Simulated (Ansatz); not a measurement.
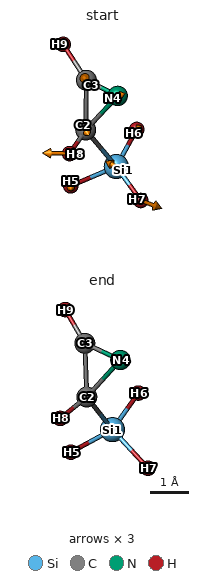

The structure of C2H5NSi before (top) and after (bottom) a relaxation, at one scale. The orange arrows give the displacements, magnified 3 times.

Style: ball-and-stick. Shown from a free direction.

These are results of Ansatz 0.2.0, RKS PBE0-DH/def2-SVPD, not measurements.

Input
```yaml
crystal:
  periodic: [false, false, false]
  atoms:
    - {symbol: Si, position_ang: [-0.384815, 0.953197, -0.807444]}
    - {symbol: C, position_ang: [0.257811, -0.638680, -0.009887]}
    - {symbol: C, position_ang: [0.621840, -0.974783, 1.283053]}
    - {symbol: N, position_ang: [1.522439, -0.585201, 0.852043]}
    - {symbol: H, position_ang: [-1.879369, 0.593795, -1.289053]}
    - {symbol: H, position_ang: [-0.693902, 1.825877, 0.296118]}
    - {symbol: H, position_ang: [0.286138, 1.317926, -1.723627]}
    - {symbol: H, position_ang: [0.459702, -1.303513, -0.724468]}
    - {symbol: H, position_ang: [-0.068274, -1.284252, 2.256123]}
basis:
  gaussian: {orbitals: def2-SVPD, fitting: {mean_field: def2-universal-jkfit}}
hamiltonian: {xc: {name: PBE0-DH}}
relax: {f_tol: 0.0001, max_steps: 3}
output: {forces: true}
```

Launched with:
```bash
ansatz run in.yaml --threads 2 --pin off --events-out ev --progress --plain --max-ram 4352MiB
```

Q: What changed between the two?

A: The relaxation stopped without meeting its thresholds, so the last structure isn't shown to be converged. The input was poor on purpose: steps. After 2 geometry steps the energy has fallen by 390.1 kJ/mol. Largest force component: 22 eV/Å at the start, 0.54 eV/Å at the end. The atom that moves furthest after the best rigid fit is H8 (0.26 Å). By element the largest moves are H 0.26 Å, C 0.14 Å, Si 0.13 Å, N 0.08 Å. Some distances before and after: Si1–H7 1.193 → 1.461 Å, C3–N4 1.072 → 1.245 Å, C3–H9 1.232 → 1.083 Å, Si1–H5 1.611 → 1.488 Å. Among the angles between lasting bonds that change: C2–C3–H9 130.6° → 145.0°, H6–Si1–H7 121.6° → 108.6°, H5–Si1–H6 99.5° → 108.3°.
